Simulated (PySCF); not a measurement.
# Ta(2+): dipole response in aug-cc-pwCVTZ-PP with ECP60

Aim: the static polarisability and the C₆ coefficient of Ta(2+), method by method.

Method: unrestricted determinants in a Gaussian basis, no spin-orbit coupling in the energies. Code: PySCF 2.14.0.

**1. What is computed**

```
Element     : tantalum (Z = 73)
Basis       : aug-cc-pwCVTZ-PP with ECP60MDF
Hamiltonian : a scalar-relativistic core potential
State 1     : Ta(2+): [Xe] 4f14 5d3, high-spin 4F determinant
Methods     : B97-3
```

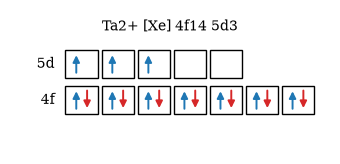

Outer shells as boxes.

The runs were made by one driver on top of PySCF. The scripts below sum up each run's settings (the driver also hands on starting orbitals that pick excited configurations, and frozen orbitals as a list rather than a count), and the logs come from the driver's own runs. The driver starts from symmetry-adapted Hartree-Fock orbitals, holds the occupation by maximum overlap and uses a logarithmic radial grid for functionals, so a plain start would take other cycles.

The integrals over 122 functions and the set-up took 3.4 s of CPU time.

**2. Ta(2+): B97-3**

**B97-3**

input.py

```python
from pyscf import gto, scf, dft, mp, cc
import basis_set_exchange as bse
txt = bse.get_basis("aug-cc-pwCVTZ-PP", elements=["Ta"], fmt="nwchem", header=False)
cut = txt.index("\nECP")
mol = gto.M(atom="Ta 0 0 0", charge=2, spin=3, symmetry="D2h",
            basis=gto.basis.parse(txt[:cut]),
            ecp={"Ta": gto.basis.parse_ecp(txt[cut:])})
mf = dft.UKS(mol, xc="HYB_GGA_XC_B97_3")
mf.irrep_nelec = {'Ag': (1, 1), 'B1g': (1, 0), 'B2g': (1, 0), 'B3g': (1, 0), 'B1u': (1, 1), 'B2u': (1, 1), 'B3u': (1, 1)}
mf.kernel()
```

What it wrote:

```text
damping factor = 0
level_shift factor = 0
DIIS = <class 'pyscf.scf.diis.CDIIS'>
diis_start_cycle = 1
diis_space = 10
diis_damp = 0
SCF conv_tol = 1e-09
SCF conv_tol_grad = None
number electrons alpha = 7  beta = 4
XC functionals = HYB_GGA_XC_B97_3
    T. W. Keal and D. J. Tozer.,  J. Chem. Phys. 123, 121103 (2005)
cycle= 1 E= -56.4816169311349  delta_E= -0.00377  |g|= 0.0137  |ddm|= 0.15
cycle= 2 E= -56.481673947341  delta_E= -5.7e-05  |g|= 0.00463  |ddm|= 0.0149
cycle= 3 E= -56.4816805526666  delta_E= -6.61e-06  |g|= 0.000567  |ddm|= 0.00774
cycle= 4 E= -56.4816806663195  delta_E= -1.14e-07  |g|= 2.4e-05  |ddm|= 0.0011
cycle= 5 E= -56.4816806666129  delta_E= -2.93e-10  |g|= 1.9e-06  |ddm|= 0.000181
converged SCF energy = -56.4816806666129  <S^2> = 3.7509453  2S+1 = 4.0004726
```

It used 2.9 min of CPU time after the integrals (shared host).

The occupied shells:

```csv
shell,electrons,mean orbital energy (eV),spread (eV),rms radius (bohr)
5s α,1,-92.031,0,1.19
5s β,1,-90.287,0,1.19
5p α,3,-58.013,0,1.39
5p β,3,-55.719,0,1.39
5d α,3,-20.585,0,2.13
```

⟨S²⟩ = 3.751, ⟨L²⟩ = 12.01.

The driver then solved the coupled dipole response at imaginary frequencies: mean α = 14.30 bohr³, C₆ = 79.52 au for a like pair.

Energies and moments cover only the electrons outside the core potential. Spin-orbit coupling, absent here, splits the open shell strongly.

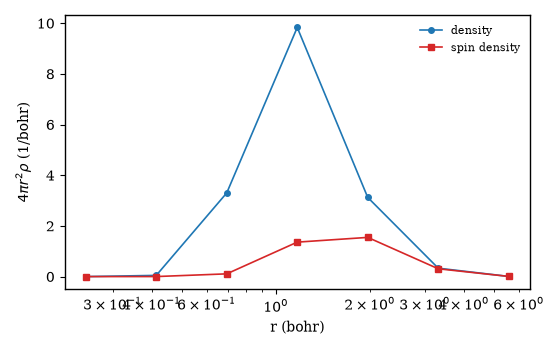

Radial density 4πr²ρ of Ta(2+) at B97-3, the electrons outside the core potential, at 7 stored radii joined by straight lines.

**3. The response side by side**

Ta(2+), in atomic units:

```csv
method,mean α,C₆ (like pair),S(−4)
B97-3,14.30,79.52,114.8
```

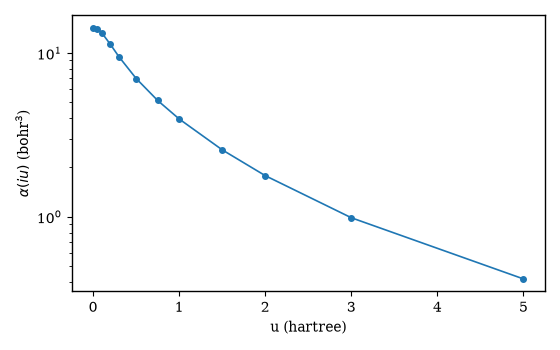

α(iu) of Ta(2+), the polarisability at imaginary frequency, on a logarithmic scale.

**4. Summary of results**

```
   quantity                value
α of Ta(2+)  14.30 (B97-3) bohr³
```

What this shows: A single London oscillator with the computed α and C₆ of Ta(2+) at B97-3 would have ω = 4 C₆ / (3 α²) = 0.518 hartree. The basis is finite, and no extrapolation was made.
